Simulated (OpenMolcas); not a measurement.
# doublet CH3AlO− at 6 levels

Wanted: a comparison of 6 runs (UHF/STO-3G, UB3LYP/6-31G*, U-revPBE/aug-cc-pVDZ, UB3LYP/aug-cc-pVDZ, UM06-L/aug-cc-pVDZ, UPBE/aug-cc-pVDZ) of doublet CH3AlO−. 

The calculation is run with OpenMolcas 26.06.

### 1 Starting point

CH3AlO−: 6 atoms, total charge -1, spin state doublet. As SMILES of the parent species, `[CH3][Al]=[O]`. The shape is that of a PBE0-D4/def2-TZVP optimisation. That shape belongs to the parent species and isn't relaxed for this state.

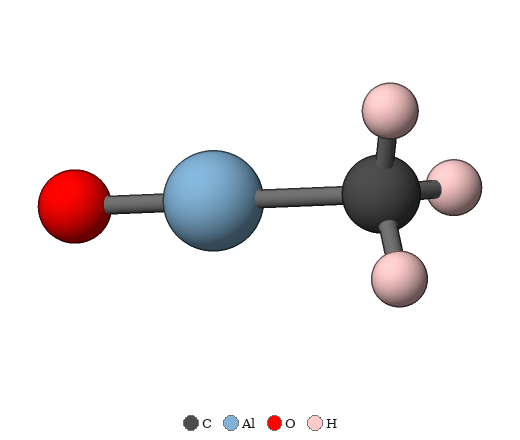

Viewed from a chosen angle; carbon dark grey, aluminium light blue, oxygen red, hydrogen pink.

### 2 The energy at UHF/STO-3G (run 1)

File mol.xyz:

```xyz
6

C     -0.412500     0.498200    -0.315400
Al     0.696700    -0.841400     0.532500
O      1.611700    -1.946300     1.232100
H      0.065200     1.479100    -0.263900
H     -1.383600     0.560900     0.180800
H     -0.577400     0.249400    -1.366100
```

File test.inp:

```
&GATEWAY
 BASLIB=$CurrDir
 COORD=mol.xyz
 BASIS=STO-3G
 GROUP=NoSym

&SEWARD

&SCF
 UHF
 CHARGE=-1
 SPIN=2
 THRESHOLDS=1e-10 1e-07 1e-07 1e-05
 PRORBITALS=1 2
```

The basis set STO-3G is read from a file made from the Basis Set Exchange's data (not shown).

Started as:

```console
$ export MOLCAS_MEM=1860
$ pymolcas test.inp > test.log
```

Standard output:

```text
--- Start Module: gateway ---
[...]
--- Stop Module: gateway /rc=_RC_ALL_IS_WELL_ ---
--- Start Module: seward ---
[...]
      Basis functions           22
--- Stop Module: seward /rc=_RC_ALL_IS_WELL_ ---
--- Start Module: scf ---
[...]
       Convergence after  26 Iterations
[...]
::    Total SCF energy                               -351.6005771734
[...]
      Total spin, S                                     0.5173981907
[...]
      Total electronic charge=   31.000000
      Total            charge=   -1.000000
[...]
      Dipole Moment (debye):
      Origin of the operator (angstrom)=    0.6503   -0.7853    0.4971
                   X= -8.6926E-01               Y=  1.0526E+00               Z= -6.6230E-01           Total=  1.5173E+00
      Center of Charge (angstrom)
[...]
--- Stop Module: scf /rc=_RC_ALL_IS_WELL_ ---
[...]
```

Run time: 1.8 s. Hardware: 1 thread of Arm Neoverse V2, shared host; peak memory 0.37 GiB.

### 3 The energy at UB3LYP/6-31G(d) (Cartesian functions) (run 2)

File run.input:

```
* CH3AlO Kohn-Sham DFT
>>> EXPORT MOLCAS_PRINT=2

&GATEWAY
 BasLib=$CurrDir
 Coord
 6
 angstrom
 C       -0.412500       0.498200      -0.315400
 Al       0.696700      -0.841400       0.532500
 O        1.611700      -1.946300       1.232100
 H        0.065200       1.479100      -0.263900
 H       -1.383600       0.560900       0.180800
 H       -0.577400       0.249400      -1.366100
 Basis=6-31Gs
 Group=NoSym

&SEWARD
 GridInput
 Grid=UltraFine
 End of Grid

&SCF
 UHF
 Charge=-1
 Spin=2
 KSDFT=B3LYP
 Thresholds=1e-10 1e-07 1e-07 1e-05
 PrOrbitals=1 2
```

The basis set 6-31G* is read from a file made from the Basis Set Exchange's data (not shown).

Started as:

```console
$ export MOLCAS_MEM=1860
$ pymolcas run.input > run.log
```

Standard output:

```text
--- Start Module: gateway ---
[...]
--- Stop Module: gateway /rc=_RC_ALL_IS_WELL_ ---
--- Start Module: seward ---
[...]
      Basis functions           55
--- Stop Module: seward /rc=_RC_ALL_IS_WELL_ ---
--- Start Module: scf ---
[...]
       Convergence after  20 Iterations
[...]
::    Total KS-DFT energy                            -357.5458162571
[...]
      Total spin, S                                     0.5046929973
[...]
      Total electronic charge=   31.000000
      Total            charge=   -1.000000
[...]
      Dipole Moment (debye):
      Origin of the operator (angstrom)=    0.6503   -0.7853    0.4971
                   X= -2.1677E+00               Y=  2.6187E+00               Z= -1.6564E+00           Total=  3.7815E+00
      Center of Charge (angstrom)
[...]
--- Stop Module: scf /rc=_RC_ALL_IS_WELL_ ---
[...]
```

Wall time 20 s (1 thread of Arm Neoverse V2, shared host); peak memory 0.38 GiB.

Runs 3 to 5 aren't shown in full; the table further down has their settings and results.

### 4 The energy at UPBE/aug-cc-pVDZ (run 6)

File calc.input:

```
* CH3AlO Kohn-Sham DFT

&GATEWAY
 BasLib = $CurrDir
 Coord
 6
 angstrom
 C       -0.412500       0.498200      -0.315400
 Al       0.696700      -0.841400       0.532500
 O        1.611700      -1.946300       1.232100
 H        0.065200       1.479100      -0.263900
 H       -1.383600       0.560900       0.180800
 H       -0.577400       0.249400      -1.366100
 Basis = aug-cc-pVDZ
 Group = NoSym

&SEWARD
 GridInput
 Grid=UltraFine
 End of Grid

&SCF
 UHF
 Charge = -1
 Spin = 2
 KSDFT = PBE
 Thresholds = 1e-10 1e-07 1e-07 1e-05
 PrOrbitals = 1 1
```

The basis set aug-cc-pVDZ is read from a file made from the Basis Set Exchange's data (not shown).

Started as:

```console
$ export MOLCAS_MEM=1860
$ pymolcas calc.input > calc.log
```

Standard output:

```text
--- Start Module: gateway ---
[...]
--- Stop Module: gateway /rc=_RC_ALL_IS_WELL_ ---
--- Start Module: seward ---
[...]
      Basis functions          100
--- Stop Module: seward /rc=_RC_ALL_IS_WELL_ ---
[...]
--- Start Module: scf ---
[...]
       Convergence after  27 Iterations
[...]
::    Total KS-DFT energy                            -357.3150170747
[...]
      Total spin, S                                     0.5018174900
[...]
      Total electronic charge=   31.000000
      Total            charge=   -1.000000
[...]
      Dipole Moment (debye):
      Origin of the operator (angstrom)=    0.6503   -0.7853    0.4971
                   X= -1.8427E-01               Y=  2.2260E-01               Z= -1.4069E-01           Total=  3.2140E-01
      Center of Charge (angstrom)
[...]
--- Stop Module: scf /rc=_RC_ALL_IS_WELL_ ---
[...]
```

Wall time 81 s (1 thread of Arm Neoverse V2, shared host); peak memory 0.56 GiB.

### 5 Overview of the runs

```csv
run,level,Cartesian functions,integration grid,energy (Eh),HOMO energy (eV),LUMO energy (eV),⟨S²⟩,wall time
1,UHF/STO-3G,no,–,-351.600577,8.56,18.64,0.785,1.8 s
2,UB3LYP/6-31G* (Cartesian functions),yes,UltraFine,-357.545816,2.42,4.19,0.759,20 s
3,U-revPBE/aug-cc-pVDZ,no,UltraFine,-357.498457,1.34,1.76,0.754,88 s
4,UB3LYP/aug-cc-pVDZ,no,UltraFine,-357.607106,0.99,1.99,0.752,73 s
5,UM06-L/aug-cc-pVDZ,no,UltraFine,-357.540259,1.39,2.32,0.754,4.6 min
6,UPBE/aug-cc-pVDZ,no,UltraFine,-357.315017,1.31,1.80,0.754,81 s
```

### 6 Outcome

```
                                 quantity          value
                      run 6: total energy  -357.31502 Eh
run 6: HOMO energy (highest over α and β)        1.31 eV
 run 6: LUMO energy (lowest over α and β)        1.80 eV
                              run 6: ⟨S²⟩          0.754
```

**Reading.** Totals of different functionals can't be ranked against each other. In runs 1, 2, 3, 4, 5, 6 the HOMO lies above zero, so the outermost electron may be held by the basis alone. In run 1 the basis is minimal, so the values are rough. All runs together took 9 min, the longest 4.6 min.
